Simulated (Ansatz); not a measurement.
Fluorite SrCl2 was calculated with Hartree–Fock (PAW; Ansatz, a first-principles code).

Run with plane-wave cutoff 460 eV, 6×6×6 k mesh, Fermi–Dirac smearing 0.01 eV, scalar-relativistic PAW data made under PBE.

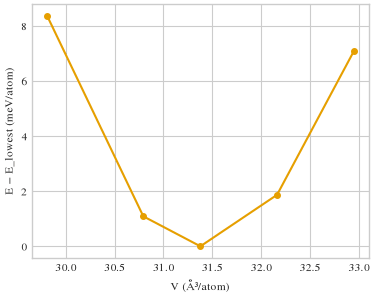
Figure: Total energy against volume

### Question
From the curve, estimate the equilibrium volume and the bulk modulus.

### Answer
V0 ≈ 31.4 Å³/atom and B0 ≈ 31 GPa; the fit gives V0 = 31.372 Å³/atom, B0 = 31.4 GPa, B′ = 4.5.

Measured, for comparison: bulk modulus 34.3 GPa (temperature not stated, no zero-point or thermal correction, from elastic constants; as tabulated in Kanchana et al., Calculated structural, elastic and electronic properties of …); equilibrium volume per atom 28.27 Å³/atom (room temperature, no zero-point or thermal correction; as tabulated in Kanchana et al., Calculated structural, elastic and electronic properties of …). Computed (rounded) less measured: bulk modulus -8 % (against room or unstated temperature, where such soft solids are markedly softer), equilibrium volume per atom +11.0 %.

Note: the cell is over a tenth larger than the published one (another phase or state, or a fault of the published cell, is possible).

Static lattice: no zero-point or thermal effects.
